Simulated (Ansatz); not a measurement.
# Molecular dynamics of SiH4BrF (part 1 of 2)

SiH4BrF, computed with RKS PBE0-D4/def2-SVP (Ansatz 0.2.0).

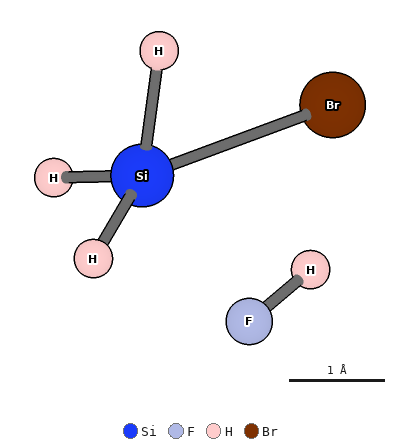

*The structure as given in the input (ball-and-stick view, seen at a tilt).*

Summary

| quantity | value |
| --- | --- |
| outcome | finished |
| mean temperature over the second half | 109 K |
| trajectory | 40 steps, 40 fs |
| ensemble | nvt_nose_hoover |
| temperature in the input | 200 K |
| time step | 1.0 fs |
| potential energy (last step) | −80678.6795 eV |
| mean-field energy (last step) | −80678.5756 eV |
| dispersion energy (last step) | −0.1039 eV |
| SCF solution under orbital rotations (last step) | stable |
| largest force (length of the vector) (last step) | 0.963 eV/Å |
| dipole moment (last step) | 1.69 D |
| hardware | 4 threads of Intel Xeon @ 2.50GHz, 180 GiB of memory available, shared host |
| wall time | 75 s (CPU time 4.1 min) |
| peak memory | 0.4 GiB |

Remarks

So short a trajectory is not equilibrated. The temperature stays far from the 200 K of the thermostat over the second half: the run isn't equilibrated.

Input file
```yaml
crystal:
  periodic: [false, false, false]
  atoms:
    - {symbol: Si, position_ang: [-0.601839, -0.197566, 0.069154]}
    - {symbol: F, position_ang: [1.167042, -0.279197, 0.853247]}
    - {symbol: H, position_ang: [-0.562019, -1.285981, -0.920730]}
    - {symbol: H, position_ang: [-0.997999, -0.736954, 1.395702]}
    - {symbol: H, position_ang: [-1.593180, 0.868244, -0.192117]}
    - {symbol: H, position_ang: [1.575692, 0.333129, 0.121980]}
    - {symbol: Br, position_ang: [1.012403, 1.298224, -1.327236]}
basis:
  gaussian: {orbitals: def2-SVP}
hamiltonian: {xc: pbe0, dispersion: d4}
md: {n_steps: 40, timestep: 1.0, temperature: 200, ensemble: nvt_nose_hoover, seed: 124, initial_velocities: maxwell_boltzmann}
```

Launched with:
```bash
ansatz run in.yaml --threads 4 --pin off --events-out ev --progress --plain --max-ram 9574MiB
```

The program's output
```
Functional definition: PBE0
  name "PBE0"
  cite "Adamo & Barone, J. Chem. Phys. 110, 6158 (1999) doi:10.1063/1.478522"
  cite "Perdew, Burke & Ernzerhof, Phys. Rev. Lett. 77, 3865 (1996) doi:10.1103/PhysRevLett.77.3865"
  parent pbe
  parameter a = 0.25
  parameter kappa = 0.804
  parameter beta = 0.06672455060314922
  exchange = (1 - a)*pbe_x(kappa = kappa, mu = beta*pi^2/3) + a*exact_x
  correlation = pbe_c(beta = beta)
863 factors; integrals over basis functions are off by at most 3.9e-4 eV
mean field evaluation 1: about -80677.8338 eV, gradient 2.1e1 eV
mean field evaluation 2: about -80677.5891 eV, gradient 2.6e1 eV
mean field evaluation 4: about -80678.5935 eV, gradient 1.2e0 eV
mean field evaluation 8: about -80678.6002 eV, gradient 8.0e-3 eV
mean field -80678.60022698 eV, -2964.8838724221 hartree, gradient 3.3e-5 eV, S^2 0.000000; 0 other end points of the search recorded, 0 dependent functions left out
the calculation of the forces begins
reference -80678.60024934 eV, -2964.8838732440 hartree; 31, 31 occupied and 53, 53 virtual orbitals, 863 factors
md step     0: t =     0.00 fs  T =   200.0 K  F+E_penalty+E_count = -80678.70462389 eV  E_kin = 0.129260 eV  conserved = -80678.57536389 eV  (22 SCF iters)
these checks for a lower state are left out or cut short: starts, cluster_reference, orbital_swaps, neighbouring_geometries, increment
863 factors; integrals over basis functions are off by at most 3.9e-4 eV
mean field evaluation 16: about -80678.5920 eV, gradient 4.3e-2 eV
mean field -80678.59202678 eV, -2964.8835710704 hartree, gradient 2.6e-5 eV, S^2 0.000000; 0 other end points of the search recorded, 0 dependent functions left out
the calculation of the forces begins
reference -80678.59204915 eV, -2964.8835718923 hartree; 31, 31 occupied and 53, 53 virtual orbitals, 863 factors
md step     1: t =     1.00 fs  T =   187.8 K  F+E_penalty+E_count = -80678.69635836 eV  E_kin = 0.121369 eV  conserved = -80678.57498945 eV  (24 SCF iters, 3 dispersion substeps)
[... from here on the SCF iterations and repeated set-up lines of each step are left out, up to the last step ...]
md step     2: t =     2.00 fs  T =   164.8 K  F+E_penalty+E_count = -80678.68083544 eV  E_kin = 0.106494 eV  conserved = -80678.57434345 eV  (24 SCF iters, 3 dispersion substeps)
md step     3: t =     3.00 fs  T =   145.4 K  F+E_penalty+E_count = -80678.66792088 eV  E_kin = 0.093980 eV  conserved = -80678.57394736 eV  (25 SCF iters, 3 dispersion substeps)
md step     4: t =     4.00 fs  T =   138.4 K  F+E_penalty+E_count = -80678.66356662 eV  E_kin = 0.089437 eV  conserved = -80678.57414593 eV  (25 SCF iters, 3 dispersion substeps)
md step     5: t =     5.00 fs  T =   139.6 K  F+E_penalty+E_count = -80678.66489224 eV  E_kin = 0.090234 eV  conserved = -80678.57468869 eV  (25 SCF iters, 3 dispersion substeps)
md step     6: t =     6.00 fs  T =   137.4 K  F+E_penalty+E_count = -80678.66378493 eV  E_kin = 0.088813 eV  conserved = -80678.57502299 eV  (24 SCF iters, 3 dispersion substeps)
md step     7: t =     7.00 fs  T =   124.0 K  F+E_penalty+E_count = -80678.65496976 eV  E_kin = 0.080162 eV  conserved = -80678.57488274 eV  (24 SCF iters, 3 dispersion substeps)
md step     8: t =     8.00 fs  T =   101.9 K  F+E_penalty+E_count = -80678.64020493 eV  E_kin = 0.065880 eV  conserved = -80678.57442725 eV  (24 SCF iters, 3 dispersion substeps)
md step     9: t =     9.00 fs  T =    81.0 K  F+E_penalty+E_count = -80678.62621733 eV  E_kin = 0.052371 eV  conserved = -80678.57397529 eV  (25 SCF iters, 3 dispersion substeps)
md step    10: t =    10.00 fs  T =    71.6 K  F+E_penalty+E_count = -80678.61991552 eV  E_kin = 0.046307 eV  conserved = -80678.57376663 eV  (25 SCF iters, 3 dispersion substeps)
md step    11: t =    11.00 fs  T =    78.7 K  F+E_penalty+E_count = -80678.62454058 eV  E_kin = 0.050841 eV  conserved = -80678.57389200 eV  (22 SCF iters, 3 dispersion substeps)
md step    12: t =    12.00 fs  T =    99.1 K  F+E_penalty+E_count = -80678.63813015 eV  E_kin = 0.064069 eV  conserved = -80678.57430088 eV  (22 SCF iters, 3 dispersion substeps)
md step    13: t =    13.00 fs  T =   123.5 K  F+E_penalty+E_count = -80678.65431445 eV  E_kin = 0.079803 eV  conserved = -80678.57481826 eV  (25 SCF iters, 3 dispersion substeps)
md step    14: t =    14.00 fs  T =   139.8 K  F+E_penalty+E_count = -80678.66514766 eV  E_kin = 0.090362 eV  conserved = -80678.57517939 eV  (24 SCF iters, 3 dispersion substeps)
md step    15: t =    15.00 fs  T =   140.2 K  F+E_penalty+E_count = -80678.66528570 eV  E_kin = 0.090638 eV  conserved = -80678.57513823 eV  (24 SCF iters, 3 dispersion substeps)
md step    16: t =    16.00 fs  T =   126.2 K  F+E_penalty+E_count = -80678.65563113 eV  E_kin = 0.081543 eV  conserved = -80678.57467613 eV  (24 SCF iters, 3 dispersion substeps)
md step    17: t =    17.00 fs  T =   108.1 K  F+E_penalty+E_count = -80678.64334218 eV  E_kin = 0.069887 eV  conserved = -80678.57413525 eV  (24 SCF iters, 3 dispersion substeps)
md step    18: t =    18.00 fs  T =    98.0 K  F+E_penalty+E_count = -80678.63655492 eV  E_kin = 0.063327 eV  conserved = -80678.57399513 eV  (23 SCF iters, 3 dispersion substeps)
md step    19: t =    19.00 fs  T =    98.8 K  F+E_penalty+E_count = -80678.63737742 eV  E_kin = 0.063862 eV  conserved = -80678.57437214 eV  (25 SCF iters, 3 dispersion substeps)
md step    20: t =    20.00 fs  T =   102.6 K  F+E_penalty+E_count = -80678.64024041 eV  E_kin = 0.066328 eV  conserved = -80678.57486732 eV  (25 SCF iters, 3 dispersion substeps)
md step    21: t =    21.00 fs  T =    98.5 K  F+E_penalty+E_count = -80678.63763214 eV  E_kin = 0.063671 eV  conserved = -80678.57502050 eV  (24 SCF iters, 3 dispersion substeps)
md step    22: t =    22.00 fs  T =    82.5 K  F+E_penalty+E_count = -80678.62691756 eV  E_kin = 0.053334 eV  conserved = -80678.57474413 eV  (24 SCF iters, 3 dispersion substeps)
md step    23: t =    23.00 fs  T =    60.2 K  F+E_penalty+E_count = -80678.61194083 eV  E_kin = 0.038911 eV  conserved = -80678.57427513 eV  (24 SCF iters, 3 dispersion substeps)
md step    24: t =    24.00 fs  T =    41.9 K  F+E_penalty+E_count = -80678.59969369 eV  E_kin = 0.027104 eV  conserved = -80678.57390046 eV  (24 SCF iters, 3 dispersion substeps)
md step    25: t =    25.00 fs  T =    36.3 K  F+E_penalty+E_count = -80678.59590243 eV  E_kin = 0.023473 eV  conserved = -80678.57379421 eV  (24 SCF iters, 3 dispersion substeps)
md step    26: t =    26.00 fs  T =    45.9 K  F+E_penalty+E_count = -80678.60220976 eV  E_kin = 0.029652 eV  conserved = -80678.57398434 eV  (25 SCF iters, 3 dispersion substeps)
md step    27: t =    27.00 fs  T =    66.2 K  F+E_penalty+E_count = -80678.61566500 eV  E_kin = 0.042813 eV  conserved = -80678.57436755 eV  (22 SCF iters, 3 dispersion substeps)
md step    28: t =    28.00 fs  T =    88.6 K  F+E_penalty+E_count = -80678.63036402 eV  E_kin = 0.057273 eV  conserved = -80678.57473850 eV  (25 SCF iters, 3 dispersion substeps)
md step    29: t =    29.00 fs  T =   104.7 K  F+E_penalty+E_count = -80678.64070836 eV  E_kin = 0.067660 eV  conserved = -80678.57486658 eV  (25 SCF iters, 3 dispersion substeps)
md step    30: t =    30.00 fs  T =   111.8 K  F+E_penalty+E_count = -80678.64489333 eV  E_kin = 0.072245 eV  conserved = -80678.57466444 eV  (24 SCF iters, 3 dispersion substeps)
md step    31: t =    31.00 fs  T =   114.5 K  F+E_penalty+E_count = -80678.64607347 eV  E_kin = 0.073980 eV  conserved = -80678.57432404 eV  (24 SCF iters, 3 dispersion substeps)
md step    32: t =    32.00 fs  T =   120.2 K  F+E_penalty+E_count = -80678.64938913 eV  E_kin = 0.077662 eV  conserved = -80678.57418746 eV  (24 SCF iters, 3 dispersion substeps)
md step    33: t =    33.00 fs  T =   131.9 K  F+E_penalty+E_count = -80678.65694423 eV  E_kin = 0.085275 eV  conserved = -80678.57438360 eV  (24 SCF iters, 3 dispersion substeps)
md step    34: t =    34.00 fs  T =   145.8 K  F+E_penalty+E_count = -80678.66589790 eV  E_kin = 0.094210 eV  conserved = -80678.57468952 eV  (25 SCF iters, 3 dispersion substeps)
md step    35: t =    35.00 fs  T =   154.9 K  F+E_penalty+E_count = -80678.67161151 eV  E_kin = 0.100115 eV  conserved = -80678.57481443 eV  (25 SCF iters, 3 dispersion substeps)
md step    36: t =    36.00 fs  T =   156.2 K  F+E_penalty+E_count = -80678.67198542 eV  E_kin = 0.100960 eV  conserved = -80678.57467644 eV  (25 SCF iters, 3 dispersion substeps)
md step    37: t =    37.00 fs  T =   152.4 K  F+E_penalty+E_count = -80678.66889663 eV  E_kin = 0.098499 eV  conserved = -80678.57438467 eV  (23 SCF iters, 3 dispersion substeps)
md step    38: t =    38.00 fs  T =   149.9 K  F+E_penalty+E_count = -80678.66666413 eV  E_kin = 0.096885 eV  conserved = -80678.57410141 eV  (24 SCF iters, 3 dispersion substeps)
md step    39: t =    39.00 fs  T =   155.1 K  F+E_penalty+E_count = -80678.66951445 eV  E_kin = 0.100223 eV  conserved = -80678.57395754 eV  (24 SCF iters, 3 dispersion substeps)
these checks for a lower state are left out or cut short: starts, cluster_reference, orbital_swaps, neighbouring_geometries, increment
863 factors; integrals over basis functions are off by at most 3.8e-4 eV
mean field -80678.57557189 eV, -2964.8829663641 hartree, gradient 4.2e-5 eV, S^2 0.000000; 0 other end points of the search recorded, 0 dependent functions left out
the calculation of the forces begins
reference -80678.57559433 eV, -2964.8829671889 hartree; 31, 31 occupied and 53, 53 virtual orbitals, 863 factors
863 factors; integrals over basis functions are off by at most 3.8e-4 eV
mean field evaluation 256: about -80678.5756 eV, gradient 7.7e-4 eV
mean field -80678.57557189 eV, -2964.8829663641 hartree, gradient 4.2e-5 eV, S^2 0.000000; 1 other end points of the search recorded, 0 dependent functions left out
the calculation of the forces begins
reference -80678.57559433 eV, -2964.8829671889 hartree; 31, 31 occupied and 53, 53 virtual orbitals, 863 factors
md step    40: t =    40.00 fs  T =   171.0 K  F+E_penalty+E_count = -80678.67947669 eV  E_kin = 0.110500 eV  conserved = -80678.57401666 eV  (23 SCF iters, 3 dispersion substeps)
```

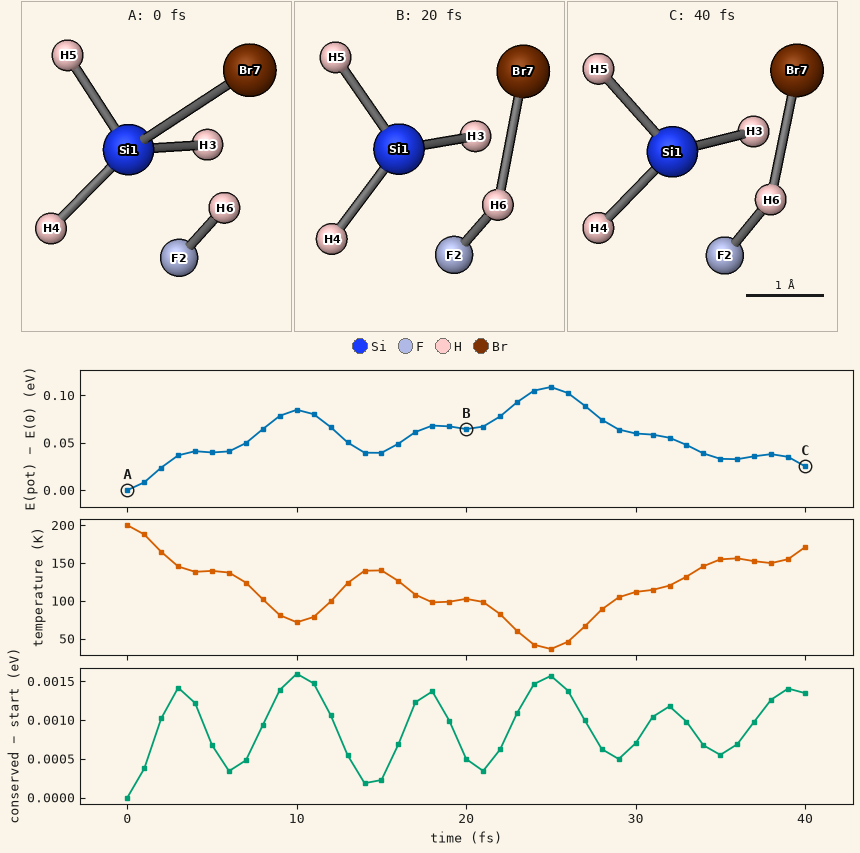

*Frames of the molecular dynamics (ball-and-stick, seen at a tilt) above the curves, on which the letters mark them.*

The trajectory kept here has 41 frames over 40 fs. The temperature starts at 200 K, ranges from 36 to 200 K and averages 109 K over the second half. The potential energy ends 0.025 eV above its first value. The conserved quantity stays within 0.0016 eV. After an unweighted best fit of the last frame on the first, the root-mean-square displacement is 0.13 Å.

```
Total energy: -80678.67949913 eV, -2964.8867856200 hartree
Atom 0 at    -0.633791    -0.236555     0.097027 Å, force     0.160811    -0.219265    -0.040226 eV/Å
Atom 1 at     1.163637    -0.242457     0.839003 Å, force    -0.947807    -0.166880    -0.027334 eV/Å
Atom 2 at    -0.673143    -1.228067    -1.055561 Å, force     0.035093     0.524435     0.512698 eV/Å
Atom 3 at    -1.135926    -0.931566     1.320461 Å, force     0.341439    -0.193913     0.077678 eV/Å
Atom 4 at    -1.548917     0.957676     0.103275 Å, force     0.357002    -0.162139    -0.200923 eV/Å
Atom 5 at     1.549560     0.422246     0.052137 Å, force    -0.077126     0.044319    -0.091878 eV/Å
Atom 6 at     1.027356     1.302664    -1.333842 Å, force     0.130588     0.173442    -0.230015 eV/Å
Dipole moment:    -0.203967    -0.216560     0.189091 e Å
```

Trajectory as extended XYZ (Å, eV, eV/Å), 41 frames, from step=0 to step=40
```
7
Properties=species:S:1:pos:R:3:forces:R:3 step=0 time_fs=0.0 energy=-80678.70462 temperature=200.0
Si   -0.6018   -0.1976    0.0692   -0.0090   0.0304  -0.0713
F     1.1670   -0.2792    0.8532    0.1042   0.0294   0.0442
H    -0.5620   -1.2860   -0.9207   -0.0221  -0.1334  -0.1079
H    -0.9980   -0.7370    1.3957   -0.0694  -0.0588   0.1442
H    -1.5932    0.8682   -0.1921   -0.1225   0.1052  -0.0020
H     1.5757    0.3331    0.1220    0.0714   0.0385  -0.0461
Br    1.0124    1.2982   -1.3272    0.0473  -0.0115   0.0390
7
Properties=species:S:1:pos:R:3:forces:R:3 step=1 time_fs=1.0 energy=-80678.69636 temperature=187.8
Si   -0.6043   -0.1992    0.0684   -0.0452   0.2265   0.2249
F     1.1689   -0.2755    0.8500    0.0115  -0.1656   0.2768
H    -0.5741   -1.2805   -0.9049    0.0062  -0.3685  -0.3517
H    -1.0085   -0.7384    1.3967    0.0194  -0.0597   0.1125
H    -1.6056    0.8568   -0.1658   -0.1495   0.2070  -0.0874
H     1.5732    0.3278    0.1295    0.1989   0.1709  -0.1883
Br    1.0133    1.2981   -1.3268   -0.0413  -0.0105   0.0131
7
Properties=species:S:1:pos:R:3:forces:R:3 step=2 time_fs=2.0 energy=-80678.68084 temperature=164.8
Si   -0.6067   -0.2007    0.0678   -0.1006   0.3881   0.4767
F     1.1708   -0.2719    0.8468   -0.0795  -0.3414   0.4836
H    -0.5861   -1.2785   -0.8925    0.0278  -0.5391  -0.5345
H    -1.0187   -0.7404    1.3988    0.1091  -0.0542   0.0627
H    -1.6195    0.8473   -0.1403   -0.1411   0.2672  -0.1598
H     1.5727    0.3241    0.1351    0.3041   0.2903  -0.3193
Br    1.0141    1.2979   -1.3264   -0.1199  -0.0109  -0.0094
7
Properties=species:S:1:pos:R:3:forces:R:3 step=3 time_fs=3.0 energy=-80678.66792 temperature=145.4
Si   -0.6091   -0.2022    0.0673   -0.1686   0.4665   0.6330
F     1.1726   -0.2684    0.8440   -0.1448  -0.4542   0.6114
H    -0.5978   -1.2817   -0.8852    0.0423  -0.5903  -0.6093
H    -1.0280   -0.7429    1.4015    0.1917  -0.0460   0.0049
H    -1.6348    0.8404   -0.1164   -0.0905   0.2791  -0.2185
H     1.5750    0.3232    0.1378    0.3529   0.3570  -0.3942
Br    1.0150    1.2978   -1.3260   -0.1829  -0.0121  -0.0272
7
Properties=species:S:1:pos:R:3:forces:R:3 step=4 time_fs=4.0 energy=-80678.66357 temperature=138.4
Si   -0.6117   -0.2034    0.0670   -0.2383   0.4355   0.6714
F     1.1744   -0.2652    0.8414   -0.1660  -0.4743   0.6240
H    -0.6091   -1.2905   -0.8837    0.0514  -0.4998  -0.5588
H    -1.0354   -0.7458    1.4043    0.2599  -0.0387  -0.0504
H    -1.6509    0.8362   -0.0945   -0.0020   0.2477  -0.2651
H     1.5807    0.3257    0.1366    0.3221   0.3433  -0.3813
Br    1.0158    1.2976   -1.3256   -0.2271  -0.0137  -0.0399
7
Properties=species:S:1:pos:R:3:forces:R:3 step=5 time_fs=5.0 energy=-80678.66489 temperature=139.6
Si   -0.6143   -0.2045    0.0670   -0.2974   0.3069   0.6062
F     1.1761   -0.2623    0.8391   -0.1432  -0.4057   0.5269
H    -0.6199   -1.3041   -0.8876    0.0584  -0.2905  -0.4047
H    -1.0403   -0.7492    1.4065    0.3086  -0.0351  -0.0939
H    -1.6670    0.8343   -0.0752    0.1109   0.1862  -0.3014
H     1.5895    0.3315    0.1318    0.2149   0.2532  -0.2853
Br    1.0166    1.2975   -1.3253   -0.2521  -0.0150  -0.0478
7
Properties=species:S:1:pos:R:3:forces:R:3 step=6 time_fs=6.0 energy=-80678.66378 temperature=137.4
Si   -0.6170   -0.2055    0.0671   -0.3343   0.1226   0.4758
F     1.1777   -0.2595    0.8371   -0.0944  -0.2838   0.3634
H    -0.6302   -1.3205   -0.8954    0.0652  -0.0183  -0.1956
H    -1.0422   -0.7528    1.4079    0.3351  -0.0367  -0.1187
H    -1.6821    0.8342   -0.0588    0.2295   0.1118  -0.3289
H     1.6004    0.3397    0.1243    0.0599   0.1199  -0.1434
Br    1.0174    1.2973   -1.3249   -0.2610  -0.0155  -0.0526
7
Properties=species:S:1:pos:R:3:forces:R:3 step=7 time_fs=7.0 energy=-80678.65497 temperature=124.0
Si   -0.6198   -0.2065    0.0675   -0.3405  -0.0683   0.3213
F     1.1793   -0.2569    0.8353   -0.0424  -0.1518   0.1868
H    -0.6399   -1.3371   -0.9050    0.0726   0.2550   0.0165
H    -1.0410   -0.7568    1.4081    0.3393  -0.0440  -0.1206
H    -1.6949    0.8352   -0.0455    0.3352   0.0406  -0.3480
H     1.6118    0.3491    0.1153   -0.1053  -0.0173   0.0005
Br    1.0182    1.2972   -1.3245   -0.2589  -0.0143  -0.0566
7
Properties=species:S:1:pos:R:3:forces:R:3 step=8 time_fs=8.0 energy=-80678.64021 temperature=101.9
Si   -0.6227   -0.2075    0.0679   -0.3117  -0.2275   0.1736
F     1.1808   -0.2543    0.8336   -0.0025  -0.0413   0.0362
H    -0.6488   -1.3512   -0.9144    0.0801   0.4818   0.1922
H    -1.0365   -0.7613    1.4072    0.3227  -0.0562  -0.0987
H    -1.7046    0.8366   -0.0355    0.4133  -0.0150  -0.3582
H     1.6223    0.3583    0.1064   -0.2497  -0.1312   0.1180
Br    1.0189    1.2970   -1.3241   -0.2521  -0.0105  -0.0631
7
Properties=species:S:1:pos:R:3:forces:R:3 step=9 time_fs=9.0 energy=-80678.62622 temperature=81.0
Si   -0.6258   -0.2085    0.0684   -0.2482  -0.3336   0.0509
F     1.1824   -0.2518    0.8319    0.0198   0.0328  -0.0690
H    -0.6570   -1.3607   -0.9221    0.0867   0.6337   0.3089
H    -1.0289   -0.7662    1.4053    0.2885  -0.0716  -0.0561
H    -1.7103    0.8378   -0.0290    0.4541  -0.0473  -0.3588
H     1.6303    0.3663    0.0987   -0.3545  -0.2110   0.1993
Br    1.0196    1.2968   -1.3238   -0.2465  -0.0030  -0.0753
```
